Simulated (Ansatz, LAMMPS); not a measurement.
# Site preference of Cu in place of Zn in amorphous 30In2O3-33ZnO-37SnO2 (mol %) (98 atoms)

Aim: make Cu in place of Zn at several sites of amorphous 30In2O3-33ZnO-37SnO2 (mol %) (98 atoms), relax each, and compare their energies.

Main program and level: Ansatz 0.2.0; Kohn-Sham DFT, PBE, PAW (set soft_2), plane waves.

## Step 1: Starting point

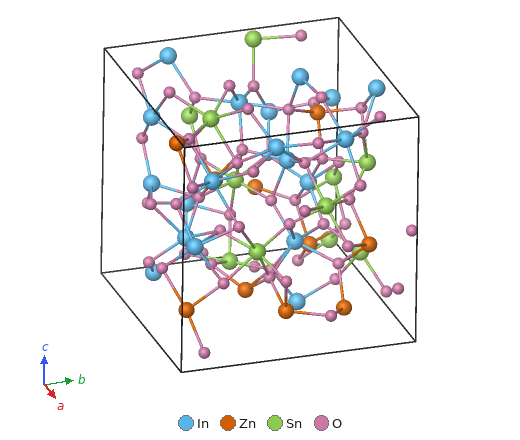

The cell as given, slightly off an axis (indium blue, zinc orange, tin green, oxygen pink). Bonds to atoms that aren't drawn are left out. Some periodic images of atoms are drawn too.

The cell holds 98 atoms: 18 In, 10 Zn, 11 Sn and 59 O. Its edges and angles: a = 10.945 Å, b = 10.945 Å, c = 10.945 Å, α = 90.0°, β = 90.0°, γ = 90.0°. 98 atoms (18 Sc, 10 Zn, 11 Sn, 59 O) placed at random at 4.81 g/cm³, melted at 5000 K for 10 ps at fixed volume with the Morse and Coulomb pair potential with partial charges (Pedone, Malavasi, Menziani, Cormack and Segre, J. Phys. Chem. B 110, 11780 (2006)). Quenched from 5000 K to 300 K at 100 K/ps and fixed volume, held 10 ps at zero pressure, then minimised at fixed cell. Then Sc was replaced by In and the cell scaled by 1.022 (the potential has no terms for the new elements, so the cell is a start for a DFT relaxation).

Limits known from the start: The quench rate of 100 K/ps is orders of magnitude faster than experiment, which tends to freeze in extra defects. The network of bonds at the start is that of the classical potential that made the cell, and needn't be the one that DFT or experiment would give. Sampling is at Γ alone, for a cell whose shortest periodic width is 11 Å.

## Step 2: Single point at the start

The forces at the start show how far the geometry lies from a minimum of this functional.

Contents of input.yaml:

```yaml
crystal:
  lattice:
    - [10.94523, 0.0, 0.0]
    - [0.0, 10.94523, 0.0]
    - [0.0, 0.0, 10.94523]
  atoms:
    - { symbol: In, position: [0.11217, 0.32183, 0.31642] }
    - { symbol: In, position: [0.0817, 0.67943, 0.66143] }
    - { symbol: In, position: [0.78885, 0.76146, 0.84019] }
    - { symbol: In, position: [0.51588, 0.60874, 0.64774] }
    - { symbol: In, position: [0.28129, 0.1117, 0.50801] }
    - { symbol: In, position: [0.76989, 0.47351, 0.83519] }
    - { symbol: In, position: [0.29518, 0.47671, 0.82362] }
    - { symbol: In, position: [0.59426, 0.61966, 0.31998] }
    - { symbol: In, position: [0.50912, 0.18262, 0.3575] }
    - { symbol: In, position: [0.80404, 0.1191, 0.45635] }
    - { symbol: In, position: [0.54033, 0.97803, 0.9277] }
    - { symbol: In, position: [0.02479, 0.96778, 0.65896] }
    - { symbol: In, position: [0.77642, 0.20029, 0.72396] }
    - { symbol: In, position: [0.03843, 0.25954, 0.94826] }
    - { symbol: In, position: [0.30634, 0.11734, 0.12265] }
    - { symbol: In, position: [0.32196, 0.76821, 0.44247] }
    - { symbol: In, position: [0.49317, 0.66722, 0.00029] }
    - { symbol: In, position: [0.28556, 0.10653, 0.8061] }
    - { symbol: Zn, position: [0.81265, 0.75735, 0.10156] }
    - { symbol: Zn, position: [0.33126, 0.79959, 0.75149] }
    - { symbol: Zn, position: [0.25895, 0.79869, 0.13463] }
    - { symbol: Zn, position: [0.03864, 0.63953, 0.31253] }
    - { symbol: Zn, position: [0.51292, 0.30327, 0.60174] }
    - { symbol: Zn, position: [0.81473, 0.86058, 0.36963] }
    - { symbol: Zn, position: [0.81765, 0.08221, 0.18566] }
    - { symbol: Zn, position: [0.80129, 0.03599, 0.92678] }
    - { symbol: Zn, position: [0.89328, 0.48146, 0.15998] }
    - { symbol: Zn, position: [0.60085, 0.40843, 0.13485] }
    - { symbol: Sn, position: [0.0395, 0.95981, 0.0356] }
    - { symbol: Sn, position: [0.02509, 0.35938, 0.66167] }
    - { symbol: Sn, position: [0.0648, 0.6133, 0.98666] }
    - { symbol: Sn, position: [0.80259, 0.38662, 0.39678] }
    - { symbol: Sn, position: [0.57207, 0.93188, 0.61769] }
    - { symbol: Sn, position: [0.81819, 0.67232, 0.56787] }
    - { symbol: Sn, position: [0.09434, 0.95505, 0.33873] }
    - { symbol: Sn, position: [0.53186, 0.27403, 0.88419] }
    - { symbol: Sn, position: [0.30757, 0.46004, 0.48755] }
    - { symbol: Sn, position: [0.56744, 0.90934, 0.22058] }
    - { symbol: Sn, position: [0.33473, 0.43188, 0.14177] }
    - { symbol: O, position: [0.88161, 0.27868, 0.55723] }
    - { symbol: O, position: [0.94675, 0.9409, 0.22039] }
    - { symbol: O, position: [0.65985, 0.38755, 0.96883] }
    - { symbol: O, position: [0.42164, 0.64461, 0.82601] }
    - { symbol: O, position: [0.46963, 0.30608, 0.20602] }
    - { symbol: O, position: [0.6588, 0.13788, 0.8694] }
    - { symbol: O, position: [0.14442, 0.36787, 0.52311] }
    - { symbol: O, position: [0.46572, 0.04547, 0.50652] }
    - { symbol: O, position: [0.25421, 0.45938, 0.30908] }
    - { symbol: O, position: [0.89767, 0.60779, 0.89144] }
    - { symbol: O, position: [0.22472, 0.93107, 0.4665] }
    - { symbol: O, position: [0.48814, 0.5561, 0.15627] }
    - { symbol: O, position: [0.15319, 0.1414, 0.36025] }
    - { symbol: O, position: [0.4092, 0.95974, 0.78471] }
    - { symbol: O, position: [0.1541, 0.33658, 0.80331] }
    - { symbol: O, position: [0.1602, 0.84322, 0.71356] }
    - { symbol: O, position: [0.44384, 0.04875, 0.23784] }
    - { symbol: O, position: [0.46736, 0.55958, 0.45379] }
    - { symbol: O, position: [0.93309, 0.72876, 0.43187] }
    - { symbol: O, position: [0.65212, 0.27861, 0.43934] }
    - { symbol: O, position: [0.95329, 0.53453, 0.62449] }
    - { symbol: O, position: [0.73019, 0.46497, 0.23927] }
    - { symbol: O, position: [0.64712, 0.88322, 0.79096] }
    - { symbol: O, position: [0.97102, 0.45332, 0.32916] }
    - { symbol: O, position: [0.86124, 0.22398, 0.30416] }
    - { symbol: O, position: [0.1541, 0.09019, 0.94465] }
    - { symbol: O, position: [0.22233, 0.62734, 0.53723] }
    - { symbol: O, position: [0.95806, 0.65154, 0.14408] }
    - { symbol: O, position: [0.39104, 0.45982, 0.65843] }
    - { symbol: O, position: [0.92704, 0.12282, 0.03825] }
    - { symbol: O, position: [0.90125, 0.33043, 0.80396] }
    - { symbol: O, position: [0.7004, 0.61929, 0.71542] }
    - { symbol: O, position: [0.01321, 0.42708, 0.03645] }
    - { symbol: O, position: [0.44727, 0.78316, 0.60035] }
    - { symbol: O, position: [0.2134, 0.28301, 0.14039] }
    - { symbol: O, position: [0.16328, 0.11007, 0.65736] }
    - { symbol: O, position: [0.12596, 0.79653, 0.00347] }
    - { symbol: O, position: [0.90921, 0.06885, 0.77226] }
    - { symbol: O, position: [0.14532, 0.58991, 0.81546] }
    [... 14 atom lines left out ...]
    - { symbol: O, position: [0.66786, 0.98785, 0.07779] }
    - { symbol: O, position: [0.69692, 0.07378, 0.60608] }
    - { symbol: O, position: [0.95352, 0.99351, 0.47447] }
    - { symbol: O, position: [0.88462, 0.87511, 0.96681] }
    - { symbol: O, position: [0.69745, 0.8136, 0.5248] }
    - { symbol: O, position: [0.6777, 0.69501, 0.98674] }
kpoints:
  mp_grid: { grid: [1, 1, 1] }
hamiltonian:
  xc: pbe
scf:
  occupations: { method: gaussian, width: 0.025 }
output:
  forces: true
```

On the command line:

```
$ ansatz run input.yaml --threads 4 --pin off --max-ram 8192MiB --backend cpu --events-out ev --progress --plain --runs-dir out
```

Numbers of over 12 decimals in the logs are rounded to 6 here.

The log of the run:

```text
[...]
Pseudopotentials: kind: paw
Pseudopotential: In, paw, valence charge 13, recommended cutoff 420 eV (normal), In.paw.azcp
Pseudopotential: Zn, paw, valence charge 12, recommended cutoff 420 eV (normal), Zn.paw.azcp
Pseudopotential: Sn, paw, valence charge 14, recommended cutoff 420 eV (normal), Sn.paw.azcp
Pseudopotential: O, paw, valence charge 6, recommended cutoff 420 eV (normal), O.paw.azcp
[... 5 lines on functional and potentials left out ...]
Crystal: 98 atoms, lattice volume = 1311.217 Å³
Basis set: ecut = 420 eV, 25677 PW (Γ), exchange–correlation on 150×150×150 points (8 copies of the dense FFT grid, shifted against one another)
Bands: 529, of which v1, the nominal top of the filled ones, is band 431 counted from 1 (430 counted from 0)
Symmetry: 1 space group operations
Space group: P1 (ITA 1), of the structure as read, at distance tolerance 1.1e-4 Å
k-points: 1
[... 9 lines on functional and potentials left out ...]
Initial density: superposition of atomic densities (neutral atoms: chi_scale 0, normalization atom), corrected by the library's trained network
Initial wavefunctions: pseudopotential atomic-orbital guess
[...]
SCF iter   1: F=—  HF=-233686.100470 eV  |F-HF|=—  |Δ(HF+E_count)|=         —  Δρ=2.49e-3  dr2=8.13e-2  ethr=1.77e-3  ⟨swp⟩=6.0  Hψ=2192  notcnv=0  defer=17
preconditioner: auto → Resta (q_TF=auto, 2.544 Å⁻¹)  ε∞=4.6  [insulator: Δε(μ)=0.393 eV  Ē_g=15.908 eV  σ=0.025 eV  W_gap=1.00  n_scr=364 (ndim 8)  ℏωp=30.1 eV  f_vac=0.057  D(μ)=0.00/eV (n_scr^D=0)  ε∞_Penn≈4.6]
SCF iter   2: F=—  HF=-233686.102702 eV  |F-HF|=—  |Δ(HF+E_count)|=   2.23e-3  Δρ=1.36e-3  dr2=1.71e-2  ethr=9.43e-6  ⟨swp⟩=2.0  Hψ=992  notcnv=0  defer=91
SCF iter   3: F=—  HF=-233686.103723 eV  |F-HF|=—  |Δ(HF+E_count)|=   1.02e-3  Δρ=6.03e-4  dr2=5.88e-3  ethr=1.98e-6  ⟨swp⟩=3.0  Hψ=773  notcnv=0  defer=62
automatic band count: iteration 3 solves 500 bands in place of 529: the levels show a gap, and the empty bands left out lie too high to hold charge; the band table lists the bands solved (type scf.n_extra_bands for more)
SCF iter   4: F=—  HF=-233686.104319 eV  |F-HF|=—  |Δ(HF+E_count)|=   5.95e-4  Δρ=1.84e-4  dr2=4.72e-4  ethr=6.82e-7  ⟨swp⟩=2.0  Hψ=665  notcnv=0  defer=62
SCF iter   5: F=—  HF=-233686.104419 eV  |F-HF|=—  |Δ(HF+E_count)|=   1.00e-4  Δρ=1.17e-4  dr2=1.77e-4  ethr=5.48e-8  ⟨swp⟩=2.0  Hψ=813  notcnv=0  defer=62
[...]
SCF iter   9: F=—  HF=-233686.102150 eV  |F-HF|=—  |Δ(HF+E_count)|=   6.18e-7  Δρ=4.36e-6  dr2=2.44e-7  ethr=8.15e-11  ⟨swp⟩=2.0  Hψ=814  notcnv=0  defer=62
SCF iter  10: F=-233686.102151 eV  HF=-233686.102151 eV  |F-HF|=6.52e-9  |Δ(HF+E_count)|=   7.85e-8  Δρ=1.67e-6  dr2=3.91e-8  ethr=1.16e-11  ⟨swp⟩=4.0  Hψ=1589  notcnv=0
SCF 1 converged in 10 iterations: F = -233686.102151 eV  dr2 = 3.91e-8
[...]
SCF converged after 10 iterations
Free energy (F): -233686.102151 eV
Harris-Foulkes:  -233686.102151 eV  (|F-HF|=6.52e-9)
Internal energy: -233686.102151 eV  (E = F + TS)
E sigma→0 (E₀):  -233686.102151 eV
Fermi energy:    8.018319 eV
--- Per-component energies (eV) ---
[...]
Σ components = -233686.102151   (vs F -233686.102151, Δ=0.00e0)
--- Forces (eV/Å), atoms counted from 1 ---
  atom   1  In    -0.45599140    -0.65145928     0.08241468
  atom   2  In    -0.05519770    -0.46834638    -0.07693286
  atom   3  In    -0.32944976     0.15665666    -0.49957755
  atom   4  In     0.56396547     0.02887844    -0.11113214
[...]
atom  98  O      0.62167039    -0.08297537     0.19281876
  max |Σ_I F_I| component: 7.34e-5 eV/Å
```

The job ended after 20 s (4 threads of Intel Xeon Platinum 8488C (Sapphire Rapids), shared host; peak memory 2.3 GiB; 54 s of CPU time).

The r.m.s. force at the start is 0.31 eV/Å.

## Step 3: Relaxation

The atoms are relaxed in the fixed cell, aiming at the force tolerance of the input.

Contents of input.yaml:

```yaml
crystal:
  lattice:
    - [10.94523, 0.0, 0.0]
    - [0.0, 10.94523, 0.0]
    - [0.0, 0.0, 10.94523]
  atoms:
    [... the 98 atom lines of step 2 ...]
kpoints:
  mp_grid: { grid: [1, 1, 1] }
hamiltonian:
  xc: pbe
scf:
  occupations: { method: gaussian, width: 0.025 }
output:
  forces: true
relax:
  f_tol: 0.05
  max_steps: 120
```

The log of the run:

```text
[...]
Crystal: 98 atoms, lattice volume = 1311.217 Å³
Basis set: ecut = 420 eV, 25677 PW (Γ), exchange–correlation on 150×150×150 points (8 copies of the dense FFT grid, shifted against one another)
Bands: 529, of which v1, the nominal top of the filled ones, is band 431 counted from 1 (430 counted from 0)
Symmetry: 1 space group operations
[...]
k-points: 1
[...]
SCF iter   1: F=—  HF=-233686.100470 eV  |F-HF|=—  |Δ(HF+E_count)|=         —  Δρ=2.49e-3  dr2=8.13e-2  ethr=1.77e-3  ⟨swp⟩=6.0  Hψ=2192  notcnv=0  defer=17
[...]
SCF iter   5: F=—  HF=-233686.102117 eV  |F-HF|=—  |Δ(HF+E_count)|=   8.57e-5  Δρ=1.17e-4  dr2=1.77e-4  ethr=5.49e-8  ⟨swp⟩=2.0  Hψ=813  notcnv=0  defer=91
SCF iter   6: F=-233686.102142 eV  HF=-233686.102140 eV  |F-HF|=1.17e-6  |Δ(HF+E_count)|=   2.34e-5  Δρ=3.83e-5  dr2=1.92e-5  ethr=7.25e-9  ⟨swp⟩=2.0  Hψ=1746  notcnv=0
SCF 1 converged in 6 iterations: F = -233686.102142 eV  dr2 = 1.92e-5
[...]
relax step   1: F+E_penalty+E_count = -233686.10214156 eV  Δ(F+E_penalty+E_count) = +0.000e0 eV  max|allowed force component| = 8.556e-1 eV/Å  Δτ_max = 0.0000 Å  (6 SCF iters, dr2 threshold 6.25e-5 eV, accepted)
[...]
relax step   2: F+E_penalty+E_count = -233687.14554689 eV  Δ(F+E_penalty+E_count) = -1.043e0 eV  max|allowed force component| = 4.369e-1 eV/Å  Δτ_max = 0.1363 Å  (8 SCF iters, dr2 threshold 4.58e-5 eV, accepted)
[...]
relax step   3: F+E_penalty+E_count = -233687.40774656 eV  Δ(F+E_penalty+E_count) = -2.622e-1 eV  max|allowed force component| = 2.595e-1 eV/Å  Δτ_max = 0.0531 Å  (7 SCF iters, dr2 threshold 1.19e-5 eV, accepted)
relax step   4: F+E_penalty+E_count = -233687.80757326 eV  Δ(F+E_penalty+E_count) = -3.998e-1 eV  max|allowed force component| = 2.845e-1 eV/Å  Δτ_max = 0.2000 Å  (9 SCF iters, dr2 threshold 1.76e-5 eV, accepted)
relax step   5: F+E_penalty+E_count = -233688.06447318 eV  Δ(F+E_penalty+E_count) = -2.569e-1 eV  max|allowed force component| = 1.388e-1 eV/Å  Δτ_max = 0.2000 Å  (8 SCF iters, dr2 threshold 2.85e-5 eV, accepted)
relax step   6: F+E_penalty+E_count = -233688.07024620 eV  Δ(F+E_penalty+E_count) = -5.773e-3 eV  max|allowed force component| = 2.943e-1 eV/Å  Δτ_max = 0.1911 Å  (9 SCF iters, dr2 threshold 4.59e-6 eV, accepted)
relax step   7: F+E_penalty+E_count = -233688.17409499 eV  Δ(F+E_penalty+E_count) = -1.038e-1 eV  max|allowed force component| = 1.229e-1 eV/Å  Δτ_max = 0.1207 Å  (7 SCF iters, dr2 threshold 2.06e-5 eV, accepted)
relax step   8: F+E_penalty+E_count = -233688.18913607 eV  Δ(F+E_penalty+E_count) = -1.504e-2 eV  max|allowed force component| = 4.362e-2 eV/Å  Δτ_max = 0.0510 Å  (8 SCF iters, dr2 threshold 2.63e-6 eV, accepted)
[...]
relax step   9: F+E_penalty+E_count = -233688.18913632 eV  Δ(F+E_penalty+E_count) = -2.509e-7 eV  max|allowed force component| = 4.348e-2 eV/Å  Δτ_max = 0.0000 Å  (4 SCF iters, accepted)
SCF converged after 4 iterations
Free energy (F): -233688.189136 eV
[...]
Internal energy: -233688.189136 eV  (E = F + TS)
E sigma→0 (E₀):  -233688.189136 eV
Fermi energy:    8.033601 eV
[...]
Σ components = -233688.189136   (vs F -233688.189136, Δ=0.00e0)
--- Forces (eV/Å), atoms counted from 1 ---
  atom   1  In     0.00403225    -0.01062390     0.01503461
  atom   2  In     0.00091036     0.01074934    -0.00576290
  atom   3  In     0.02423008    -0.00008834    -0.01296112
  atom   4  In     0.00414992    -0.01527298    -0.00172534
[...]
atom  98  O     -0.01981616     0.00471815     0.00243401
  max |Σ_I F_I| component: 2.68e-5 eV/Å
--- Relaxed structure (9 steps of the walk, 9 accepted, 0 SCFs on fresh bases) ---
  F+E_penalty+E_count = -233688.18913632 eV   max|allowed force component| = 4.348e-2 eV/Å
  atoms:
    - { symbol: In, position: [0.103205, 0.311545, 0.319706] }
    - { symbol: In, position: [0.078985, 0.675225, 0.672236] }
    - { symbol: In, position: [0.786759, 0.770959, 0.824930] }
    - { symbol: In, position: [0.512630, 0.626316, 0.653865] }
[...]
- { symbol: O, position: [0.683860, 0.654598, 0.964827] }
```

Wall time 100 s (4 threads); peak memory 2.3 GiB.

The relaxation converged after 9 steps, 2.09 eV below its start, with a largest force component of 0.043 eV/Å.

(Part 1 of 3 ends here.)

[Logs are printed without paths, hosts, clocks, repeated set-up lines and the standing remarks that a program may print on its own settings, such as how far it seeks lower states.]

[Hosts, paths, dates, database ids (printed as entryN), source tags and the programs' standing remarks are cut or masked in the printed files.]
